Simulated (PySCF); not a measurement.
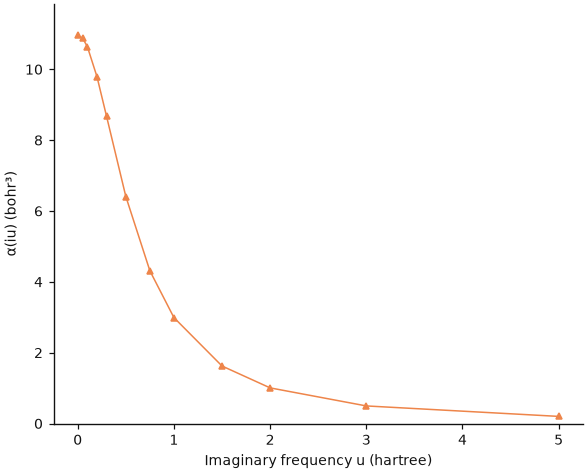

Dipole polarisability at imaginary frequency of S⁺ ([Ne] 3s² 3p³). Coupled response at the PBE level; PySCF, aug-cc-pVTZ-DK, spin-free X2C-1e, unrestricted single determinants, no spin-orbit coupling.

**Give the static polarisability, its fall-off and C₆.**

The static dipole polarisability is 11.0 bohr³; α(iu) falls to half of it near u = 0.60 hartree. The Casimir–Polder integral gives C₆ = 54.2 hartree bohr⁶ for two such species.
